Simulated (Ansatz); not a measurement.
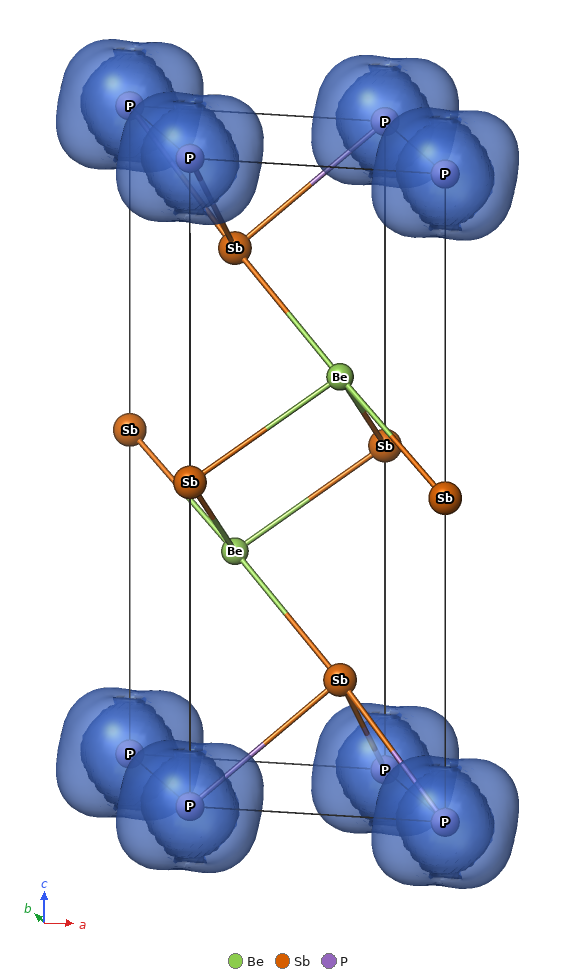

Be2Sb3P. Isosurface of the electron localisation function at 0.75 (blue), seen slightly off an axis. Only the valence region is drawn (cores and ρ < 0.01 e/Å³ removed). Sticks mark near contacts.

Space group P-3m1; a structure from a database of computed crystals, not necessarily the ambient phase; started from the Eu2H3Cl-164 prototype, which need not be the ambient phase.

Theory: DFT, PBEsol, plane waves, PAW (Ansatz).

In a PAW calculation such maps are meaningful between the atoms, not at the nuclei.

```
Be Sb P
1.0
     3.74482    0.00000    0.00000
    -1.87241    3.24311    0.00000
     0.00000    0.00000    9.28711
Be Sb P
2 3 1
Cartesian
  1.8724 1.0810 6.0560
  0.0000 2.1621 3.2311
  1.8724 1.0810 1.7126
  0.0000 2.1621 7.5745
  0.0000 0.0000 4.6436
  0.0000 0.0000 0.0000
```

Q: What do the ELF domains correspond to?

A: The ELF exceeds this value in one region wrapped around P (its valence shell), counted in one cell of 6 atoms. Any copies at cell faces, edges or corners count once. Profiles from the grid: Be–Sb (2.58 Å): the ELF peaks at about 0.75 between the atoms. Sb–P (2.76 Å): the ELF peaks at about 0.85 in the valence shell of P, 0.8 Å from its nucleus, and is about 0.60 at the midpoint.
